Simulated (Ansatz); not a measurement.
# Geometry relaxation, with input and output: Si₃NH₉ClF (part 2 of 2)

The same run, continued: Si₃NH₉ClF; RKS PBE0-D4/def2-SVP (Ansatz 0.2.0). The input holds or restrains some coordinates. Forces given for the steps count only the free coordinates.

Geometry of the input (Å):
```
Si 0.4662  1.3216  0.4492
Cl 2.7572  0.9249  0.4925
N  -0.3593  -0.0122  -0.2359
Si -0.9703  -1.3026  0.8204
Si -0.5364  -0.1008  -1.9746
H  2.1818  0.1795  1.5281
F  1.0162  -0.0772  2.0849
H  0.0370  2.0074  1.6479
H  0.6392  2.2950  -0.6362
H  -1.5127  -0.6781  2.0173
H  0.0921  -2.2787  1.0363
H  -2.0633  -1.9201  0.0614
H  -1.2688  -1.3207  -2.2889
H  0.7929  -0.1289  -2.5941
H  -1.2718  1.0909  -2.4083
```

### Trajectory as extended XYZ, continued
```
15
Properties=species:S:1:pos:R:3:forces:R:3 step=6 energy=-40477.74423
Si    0.5185    1.3214    0.4251    0.1732  -0.2816   0.3386
Cl    2.8078    0.9623    0.6202    0.5646   0.6928  -0.8657
N    -0.3699    0.0049   -0.2096    0.0267  -0.0016  -0.0214
Si   -0.9486   -1.3157    0.8422   -0.0380  -0.0074  -0.0090
Si   -0.5632   -0.0608   -1.9689    0.0048  -0.0093   0.0275
H     2.1465    0.1955    1.5867   -1.7850  -1.0193   1.3510
F     0.9591   -0.1033    2.0715    1.0873   0.6265  -0.8332
H     0.0911    2.1526    1.5703   -0.0107  -0.0126  -0.0110
H     0.7330    2.2234   -0.7495   -0.0225  -0.0065   0.0138
H    -1.4814   -0.8005    2.1296    0.0021  -0.0018  -0.0070
H     0.0464   -2.4096    1.0160    0.0033   0.0119  -0.0006
H    -2.1020   -1.8975    0.0810    0.0107  -0.0029   0.0078
H    -1.2147   -1.3560   -2.3146    0.0126   0.0125   0.0038
H     0.7756    0.0115   -2.6312   -0.0220   0.0084   0.0064
H    -1.3983    1.0716   -2.4689   -0.0070  -0.0092  -0.0010
15
Properties=species:S:1:pos:R:3:forces:R:3 step=7 energy=-40477.74612
Si    0.5332    1.3187    0.4186    0.1449  -0.2913   0.3635
Cl    2.8182    0.9499    0.6441    0.5718   0.6995  -0.8902
N    -0.3582    0.0026   -0.2114    0.0008  -0.0038  -0.0512
Si   -0.9510   -1.3114    0.8408    0.0031  -0.0033  -0.0089
Si   -0.5688   -0.0585   -1.9692   -0.0023  -0.0059   0.0245
H     2.1434    0.1839    1.6017   -1.8190  -0.9870   1.3418
F     0.9483   -0.1002    2.0767    1.1115   0.5964  -0.8193
H     0.1016    2.1592    1.5544   -0.0082  -0.0026   0.0042
H     0.7489    2.2116   -0.7621    0.0135  -0.0018   0.0125
H    -1.4836   -0.7953    2.1265   -0.0118   0.0071   0.0062
H     0.0414   -2.4066    1.0153    0.0041  -0.0056   0.0070
H    -2.1046   -1.8902    0.0790    0.0001  -0.0007  -0.0065
H    -1.1781   -1.3745   -2.3147    0.0127   0.0171  -0.0005
H     0.7597    0.0641   -2.6451   -0.0293   0.0072   0.0124
H    -1.4504    1.0465   -2.4547    0.0081  -0.0254   0.0045
15
Properties=species:S:1:pos:R:3:forces:R:3 step=8 energy=-40477.74795
Si    0.5531    1.3140    0.4132    0.1461  -0.2968   0.3757
Cl    2.8322    0.9248    0.6623    0.5883   0.6890  -0.8924
N    -0.3418   -0.0001   -0.2145   -0.0192   0.0033  -0.0532
Si   -0.9560   -1.3035    0.8389    0.0316   0.0088  -0.0131
Si   -0.5776   -0.0568   -1.9684   -0.0219   0.0055  -0.0492
H     2.1417    0.1694    1.6172   -1.8414  -0.9475   1.3385
F     0.9399   -0.0946    2.0867    1.1175   0.5614  -0.8248
H     0.1148    2.1642    1.5382   -0.0056   0.0095   0.0174
H     0.7873    2.1973   -0.7705    0.0110   0.0041   0.0090
H    -1.5016   -0.7799    2.1152   -0.0094   0.0146   0.0230
H     0.0299   -2.4019    1.0261    0.0034  -0.0150   0.0149
H    -2.1048   -1.8780    0.0688   -0.0136  -0.0078  -0.0215
H    -1.1108   -1.4078   -2.3163    0.0313   0.0630   0.0004
H     0.7325    0.1564   -2.6641   -0.0843  -0.0083   0.0439
H    -1.5389    0.9966   -2.4328    0.0661  -0.0836   0.0312
15
Properties=species:S:1:pos:R:3:forces:R:3 step=9 energy=-40477.74939
Si    0.5586    1.3140    0.4136    0.1366  -0.2992   0.3710
Cl    2.8355    0.9096    0.6582    0.5891   0.6866  -0.8872
N    -0.3391    0.0019   -0.2155   -0.0106   0.0049  -0.0392
Si   -0.9586   -1.2984    0.8390    0.0284   0.0102  -0.0002
Si   -0.5799   -0.0578   -1.9679   -0.0201   0.0068  -0.0688
H     2.1411    0.1615    1.6159   -1.8422  -0.9395   1.3423
F     0.9387   -0.0956    2.0879    1.1200   0.5562  -0.8266
H     0.1212    2.1636    1.5400   -0.0009   0.0045   0.0114
H     0.7973    2.2000   -0.7670    0.0064   0.0002   0.0066
H    -1.5102   -0.7685    2.1109   -0.0097   0.0078   0.0119
H     0.0241   -2.3978    1.0383   -0.0007  -0.0099   0.0059
H    -2.1031   -1.8740    0.0624   -0.0103  -0.0045  -0.0128
H    -1.0783   -1.4208   -2.3214    0.0299   0.0649   0.0098
H     0.7220    0.1914   -2.6665   -0.0796  -0.0100   0.0444
H    -1.5692    0.9710   -2.4280    0.0639  -0.0789   0.0315
15
Properties=species:S:1:pos:R:3:forces:R:3 step=10 energy=-40477.75210
Si    0.5735    1.3167    0.4150    0.1076  -0.3184   0.3444
Cl    2.8438    0.8692    0.6459    0.5946   0.6805  -0.8728
N    -0.3325    0.0105   -0.2181    0.0226   0.0293   0.0213
Si   -0.9649   -1.2813    0.8399   -0.0117   0.0017  -0.0006
Si   -0.5840   -0.0610   -1.9671   -0.0290  -0.0193  -0.0913
H     2.1391    0.1371    1.6084   -1.8395  -0.9099   1.3492
F     0.9355   -0.0988    2.0883    1.1170   0.5247  -0.8238
H     0.1432    2.1628    1.5483    0.0073  -0.0042  -0.0094
H     0.8228    2.2089   -0.7581   -0.0012  -0.0007   0.0070
H    -1.5387   -0.7400    2.0991    0.0154  -0.0039  -0.0064
H     0.0044   -2.3896    1.0600   -0.0024   0.0137   0.0004
H    -2.1011   -1.8560    0.0476   -0.0028   0.0028  -0.0002
H    -0.9803   -1.4578   -2.3264    0.0361   0.0970   0.0168
H     0.6935    0.2895   -2.6680   -0.0927  -0.0167   0.0395
H    -1.6542    0.8900   -2.4148    0.0786  -0.0765   0.0258
15
Properties=species:S:1:pos:R:3:forces:R:3 step=11 energy=-40477.75332
Si    0.5853    1.3161    0.4149    0.0995  -0.2959   0.3421
Cl    2.8501    0.8444    0.6513    0.6045   0.6712  -0.8728
N    -0.3304    0.0170   -0.2198    0.0311   0.0440  -0.0016
Si   -0.9733   -1.2681    0.8399   -0.0010   0.0048   0.0316
Si   -0.5880   -0.0650   -1.9673   -0.0271  -0.0229  -0.1554
H     2.1339    0.1135    1.6063   -1.8458  -0.8767   1.3532
F     0.9277   -0.1044    2.0881    1.1323   0.4968  -0.8230
H     0.1628    2.1643    1.5499    0.0013  -0.0121  -0.0105
H     0.8446    2.2115   -0.7532   -0.0004  -0.0111   0.0053
H    -1.5395   -0.7196    2.0998   -0.0071  -0.0111  -0.0241
H    -0.0095   -2.3798    1.0673   -0.0153   0.0024  -0.0186
H    -2.1125   -1.8351    0.0445    0.0081   0.0060   0.0083
H    -0.8954   -1.4854   -2.3363    0.0365   0.1534   0.0430
H     0.6628    0.3708   -2.6740   -0.1277  -0.0421   0.0707
H    -1.7188    0.8198   -2.4114    0.1110  -0.1067   0.0519
15
Properties=species:S:1:pos:R:3:forces:R:3 step=12 energy=-40477.75523
Si    0.5919    1.3172    0.4158    0.1016  -0.3127   0.3218
Cl    2.8556    0.8403    0.6533    0.6110   0.6719  -0.8626
N    -0.3254    0.0200   -0.2192    0.0268   0.0528   0.0012
Si   -0.9773   -1.2612    0.8401   -0.0081  -0.0075  -0.0145
Si   -0.5872   -0.0667   -1.9659   -0.0459  -0.0416  -0.1250
H     2.1382    0.1108    1.6084   -1.8452  -0.8780   1.3364
F     0.9304   -0.1078    2.0859    1.1212   0.4969  -0.8032
H     0.1682    2.1652    1.5499    0.0047  -0.0072  -0.0010
H     0.8553    2.2099   -0.7531   -0.0009  -0.0007   0.0102
H    -1.5489   -0.7143    2.0974    0.0128  -0.0023  -0.0050
H    -0.0248   -2.3843    1.0576   -0.0028   0.0122   0.0053
H    -2.1188   -1.8187    0.0418   -0.0036   0.0058  -0.0016
H    -0.8577   -1.4938   -2.3326    0.0344   0.1278   0.0304
H     0.6480    0.4020   -2.6767   -0.1173  -0.0340   0.0655
H    -1.7475    0.7812   -2.4026    0.1115  -0.0835   0.0420
15
Properties=species:S:1:pos:R:3:forces:R:3 step=13 energy=-40477.75944
Si    0.6085    1.3161    0.4140    0.0990  -0.2981   0.3340
Cl    2.8692    0.8335    0.6673    0.6273   0.6684  -0.8630
N    -0.3182    0.0284   -0.2223    0.0058   0.0339  -0.0224
Si   -0.9903   -1.2444    0.8346    0.0154   0.0024  -0.0327
Si   -0.5908   -0.0775   -1.9663   -0.0444  -0.0106  -0.0585
H     2.1441    0.1030    1.6158   -1.8638  -0.8831   1.3095
F     0.9314   -0.1178    2.0796    1.1368   0.4754  -0.7665
H     0.1908    2.1554    1.5554   -0.0074   0.0204   0.0019
H     0.8786    2.2126   -0.7492    0.0076   0.0015   0.0069
H    -1.5520   -0.6963    2.0938    0.0059   0.0097   0.0237
H    -0.0565   -2.3849    1.0402   -0.0050   0.0066   0.0112
H    -2.1445   -1.7737    0.0351   -0.0041  -0.0057  -0.0136
H    -0.7590   -1.5187   -2.3282    0.0133   0.0821   0.0044
H     0.6013    0.4797   -2.6811   -0.0842  -0.0294   0.0372
H    -1.8125    0.6846   -2.3887    0.0979  -0.0736   0.0279
15
Properties=species:S:1:pos:R:3:forces:R:3 step=14 energy=-40477.76053
Si    0.6339    1.3153    0.4217    0.1229  -0.2599   0.2512
Cl    2.8893    0.8149    0.6869    0.6478   0.6438  -0.8044
N    -0.3077    0.0453   -0.2237   -0.0584  -0.0120  -0.0688
Si   -1.0095   -1.2165    0.8275    0.0445  -0.0257  -0.0337
Si   -0.5980   -0.0906   -1.9632   -0.0783  -0.0008  -0.1584
H     2.1513    0.0798    1.6218   -1.8471  -0.8868   1.2675
F     0.9335   -0.1411    2.0721    1.1261   0.5283  -0.7393
H     0.2070    2.1649    1.5519    0.0067  -0.0140   0.0442
H     0.9405    2.2075   -0.7349   -0.0248   0.0080   0.0045
H    -1.5559   -0.6656    2.0917   -0.0188   0.0129   0.0168
H    -0.1036   -2.3807    1.0262   -0.0082   0.0103   0.0066
H    -2.1709   -1.7146    0.0151    0.0014   0.0066   0.0044
H    -0.6072   -1.5475   -2.3326    0.0111   0.1975   0.0370
H     0.5149    0.6072   -2.6948   -0.1690  -0.0941   0.0927
H    -1.9176    0.5218   -2.3657    0.2441  -0.1140   0.0797
15
Properties=species:S:1:pos:R:3:forces:R:3 step=15 energy=-40477.76461
Si    0.6363    1.3143    0.4156    0.0707  -0.2278   0.3424
Cl    2.8898    0.8084    0.6870    0.6418   0.6556  -0.8610
N    -0.3091    0.0444   -0.2270    0.0097   0.0055  -0.0355
Si   -1.0063   -1.2163    0.8284    0.0022  -0.0021  -0.0051
Si   -0.5978   -0.0901   -1.9660   -0.0571  -0.0218  -0.0984
H     2.1488    0.0761    1.6218   -1.8789  -0.8600   1.2915
F     0.9302   -0.1315    2.0763    1.1439   0.4360  -0.7517
H     0.2256    2.1484    1.5648   -0.0068   0.0140  -0.0192
H     0.9201    2.2186   -0.7379    0.0210  -0.0150   0.0078
H    -1.5677   -0.6583    2.0845    0.0065   0.0017   0.0049
H    -0.0989   -2.3767    1.0405   -0.0028   0.0133   0.0023
H    -2.1637   -1.7219    0.0153    0.0060  -0.0030  -0.0071
H    -0.6089   -1.5409   -2.3389    0.0096   0.1094   0.0248
H     0.5104    0.6024   -2.6989   -0.0891  -0.0441   0.0597
H    -1.9089    0.5232   -2.3654    0.1233  -0.0617   0.0446
15
Properties=species:S:1:pos:R:3:forces:R:3 step=16 energy=-40477.76931
Si    0.6545    1.3180    0.4117    0.0263  -0.2912   0.2842
Cl    2.8949    0.7658    0.7008    0.6614   0.6329  -0.8297
N    -0.3041    0.0561   -0.2322   -0.0017  -0.0093   0.0807
Si   -1.0046   -1.2068    0.8254    0.0470   0.0557  -0.0276
Si   -0.6110   -0.0895   -1.9642   -0.0031  -0.0064  -0.0360
H     2.1316    0.0536    1.6332   -1.8789  -0.8110   1.2681
F     0.9059   -0.1272    2.0799    1.1521   0.4287  -0.7226
H     0.2396    2.1676    1.5477    0.0073   0.0034   0.0022
H     0.9750    2.2109   -0.7402   -0.0024  -0.0134  -0.0043
H    -1.5859   -0.6469    2.0716   -0.0009  -0.0048   0.0032
H    -0.0901   -2.3586    1.0500   -0.0073   0.0011   0.0023
H    -2.1480   -1.7285    0.0011    0.0121   0.0152  -0.0135
H    -0.5454   -1.5302   -2.3469    0.0043   0.0000  -0.0049
H     0.4412    0.6673   -2.7036   -0.0100   0.0055  -0.0010
H    -1.9538    0.4485   -2.3343   -0.0062  -0.0063  -0.0011
15
Properties=species:S:1:pos:R:3:forces:R:3 step=17 energy=-40477.77130
Si    0.6856    1.3189    0.4063   -0.0102  -0.2823   0.2192
Cl    2.9068    0.7107    0.7296    0.6826   0.6020  -0.8122
N    -0.2951    0.0734   -0.2380    0.0011  -0.0106   0.1546
Si   -1.0034   -1.1863    0.8219    0.0397   0.0770  -0.0708
Si   -0.6301   -0.0932   -1.9619   -0.0048   0.0215  -0.1486
H     2.1132    0.0249    1.6565   -1.8849  -0.7392   1.2317
F     0.8774   -0.1196    2.0881    1.1500   0.3729  -0.6887
H     0.2772    2.1844    1.5329    0.0139   0.0022   0.0004
H     1.0435    2.1959   -0.7470   -0.0073  -0.0181   0.0075
H    -1.6132   -0.6279    2.0554    0.0028  -0.0099  -0.0010
H    -0.0952   -2.3403    1.0567   -0.0028  -0.0027   0.0112
H    -2.1280   -1.7063   -0.0311    0.0063   0.0015   0.0074
H    -0.4291   -1.5238   -2.3609   -0.0168   0.1105   0.0056
H     0.3279    0.7791   -2.7173   -0.1017  -0.0841   0.0556
H    -2.0375    0.3100   -2.2914    0.1318  -0.0407   0.0282
15
Properties=species:S:1:pos:R:3:forces:R:3 step=18 energy=-40477.77334
Si    0.6853    1.3183    0.4056    0.0245  -0.2830   0.2112
Cl    2.9036    0.7001    0.7292    0.6882   0.5936  -0.8010
N    -0.2963    0.0731   -0.2365    0.0085  -0.0048   0.1193
Si   -1.0008   -1.1867    0.8232    0.0213   0.0520  -0.0340
Si   -0.6310   -0.0896   -1.9613    0.0038   0.0135  -0.0880
H     2.1072    0.0221    1.6595   -1.8779  -0.7280   1.2272
F     0.8707   -0.1168    2.0910    1.1460   0.3839  -0.6841
H     0.2811    2.1925    1.5274    0.0115  -0.0063   0.0001
H     1.0520    2.1847   -0.7526   -0.0185  -0.0011   0.0118
H    -1.6179   -0.6291    2.0539    0.0014  -0.0087  -0.0101
H    -0.0888   -2.3355    1.0687   -0.0032  -0.0051  -0.0005
H    -2.1194   -1.7155   -0.0319    0.0048   0.0014   0.0037
H    -0.4248   -1.5115   -2.3726   -0.0020   0.0309   0.0063
H     0.3140    0.7875   -2.7176   -0.0320  -0.0267   0.0270
H    -2.0349    0.3063   -2.2861    0.0237  -0.0117   0.0111
15
Properties=species:S:1:pos:R:3:forces:R:3 step=19 energy=-40477.77425
Si    0.6970    1.3163    0.3937    0.0580  -0.2415   0.2960
Cl    2.9065    0.6875    0.7553    0.7001   0.5940  -0.8195
N    -0.2816    0.0667   -0.2364   -0.0434   0.0046  -0.0519
Si   -0.9911   -1.1877    0.8210    0.0125  -0.0077   0.0189
Si   -0.6401   -0.0854   -1.9609    0.0149  -0.0179   0.0012
H     2.0944    0.0234    1.6819   -1.9040  -0.6988   1.1979
F     0.8504   -0.1039    2.0949    1.1680   0.3415  -0.6286
H     0.2969    2.2021    1.5076    0.0046   0.0033  -0.0038
H     1.0697    2.1721   -0.7694    0.0036  -0.0066   0.0009
H    -1.6258   -0.6351    2.0446   -0.0036   0.0019  -0.0072
H    -0.0840   -2.3386    1.0790    0.0006   0.0105  -0.0054
H    -2.0996   -1.7214   -0.0445    0.0012   0.0016  -0.0034
H    -0.4228   -1.4991   -2.3893   -0.0001   0.0089   0.0023
H     0.2826    0.8078   -2.7205   -0.0070   0.0039   0.0040
H    -2.0524    0.2954   -2.2570   -0.0054   0.0023  -0.0014
15
Properties=species:S:1:pos:R:3:forces:R:3 step=20 energy=-40477.77504
Si    0.7067    1.3126    0.3908    0.0535  -0.2045   0.2724
Cl    2.9089    0.6668    0.7663    0.7025   0.5659  -0.8100
N    -0.2855    0.0727   -0.2379   -0.0089   0.0019  -0.0187
Si   -0.9891   -1.1840    0.8203   -0.0155  -0.0143   0.0127
Si   -0.6492   -0.0831   -1.9611    0.0169   0.0021   0.0010
H     2.0849    0.0165    1.6922   -1.8963  -0.6711   1.1986
F     0.8387   -0.0966    2.1030    1.1589   0.3318  -0.6504
H     0.3137    2.2128    1.4961    0.0014  -0.0072  -0.0017
H     1.0981    2.1568   -0.7751   -0.0077  -0.0086   0.0027
H    -1.6404   -0.6332    2.0364    0.0062  -0.0034  -0.0092
H    -0.0747   -2.3272    1.0858   -0.0014   0.0074  -0.0029
H    -2.0864   -1.7290   -0.0534    0.0047   0.0002   0.0034
H    -0.3945   -1.4877   -2.3987   -0.0025   0.0080  -0.0012
H     0.2424    0.8421   -2.7206   -0.0094  -0.0063   0.0058
H    -2.0736    0.2605   -2.2441   -0.0024  -0.0017  -0.0025
```

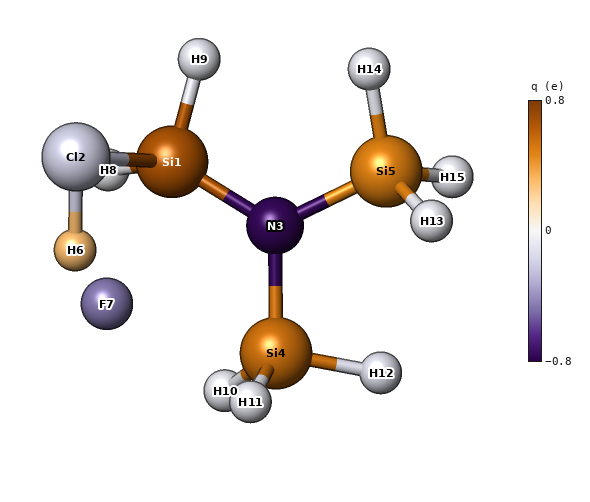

*Mulliken charges, as the colour of each atom (ball-and-stick view, seen on its broad side; atoms are numbered from 1 in the order of the input).*

By element: Si +0.48 to +0.65, Cl −0.18, N −0.76, H −0.11 to +0.29 and F −0.45 e.
